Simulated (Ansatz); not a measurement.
**Br2ClHSn: vertical spin-state energies**

Which spin state of Br2ClHSn lies lowest at this geometry? The task is vertical spin-state energies, for Br2ClHSn. SMILES: [Cl][SnH]([Br])[Br].

Program: the Python package of Ansatz 0.2.0. Level of theory: PBE/def2-TZVP. These are calculated values, not measurements.

## Step 1: The structure

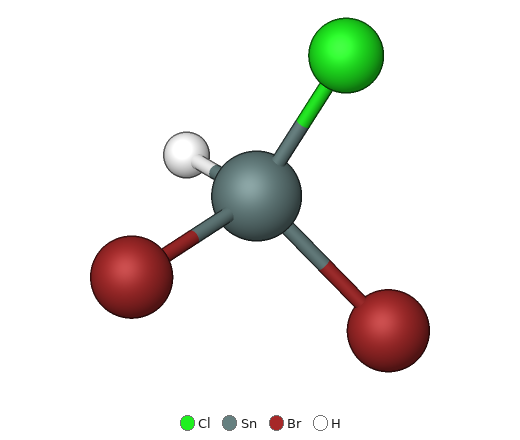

The starting structure, viewed from a chosen angle; chlorine green, tin teal, bromine red, hydrogen white.

No structure file is read: the coordinates are typed or built in the script.

## Step 2: Script

Contents of spin_br2clhsn.py:

```python
"""Vertical spin-state energies of Br2ClHSn."""

import ansatz


def main() -> None:
    molecule = (
        ansatz.Crystal.molecule()
        .atom("Cl", [-1.3084, 0.2254, 1.9016])
        .atom("Sn", [0.0453, 0.1253, 0.0048])
        .atom("Br", [1.6612, -1.7514, 0.3115])
        .atom("Br", [-1.2675, -0.3017, -2.0519])
        .atom("H", [0.9193, 1.6287, -0.2074])
    )

    setup = (
        molecule.calculation()
        .basis(gaussian="def2-TZVP")  # the orbital basis, by name
        .functional("pbe")
        .scf(lower_state_search="standard")
    )
    found = {}
    for unpaired in [0, 2]:
        data = setup.spin("collinear", total=unpaired).run().report
        s = unpaired / 2
        found[unpaired] = data["free_energy_ev"]
        print(f"2S+1 = {unpaired + 1}: E = {found[unpaired]:.5f} eV, <S^2> = {abs(data['mean_field']['state']['spin_squared']):.3f} (pure state {s * (s + 1):.2f})")
    lowest = min(found, key=found.get)
    for unpaired, e in found.items():
        print(f"multiplicity {unpaired + 1}: {96.485332 * (e - found[lowest]):.1f} kJ/mol above the lowest")


if __name__ == "__main__":
    main()
```

## Step 3: The calls as engine input

The engine receives this input (first run):

```yaml
crystal:
  periodic: [false, false, false]
  atoms:
    - { symbol: Cl, position_ang: [-1.3084, 0.2254, 1.9016] }
    - { symbol: Sn, position_ang: [0.0453, 0.1253, 0.0048] }
    - { symbol: Br, position_ang: [1.6612, -1.7514, 0.3115] }
    - { symbol: Br, position_ang: [-1.2675, -0.3017, -2.0519] }
    - { symbol: H, position_ang: [0.9193, 1.6287, -0.2074] }
basis:
  gaussian:
    orbitals: def2-TZVP
hamiltonian:
  xc: pbe
magnetization:
  spin_polarized: true
  initial_magnetization: 0.0
scf:
  lower_state_search: standard
```

## Step 4: The run

Started as:

```
> python spin_br2clhsn.py
```

**Question.** Which spin state is lowest at this geometry, and how far above lie the others?

**Answer**, as computed:

| quantity | value |
| --- | --- |
| runs compared | 2 |
| lowest | run 1 (2S+1 = 1) |
| next above it by | 3.843 eV |

What this shows: In order: multiplicity 1 (+0.00 eV) and multiplicity 3 (+3.84 eV), all at the one geometry. Reading the output:
- The geometry is a force-field or estimated start, not a minimum of this method, and the basis set is short of its limit. All parts are taken at fixed geometry, without zero-point energy.
- def2 sets replace the cores of elements past krypton by effective core potentials.
- Spin-orbit coupling, which mixes and shifts the spin states of heavy atoms, is left out.
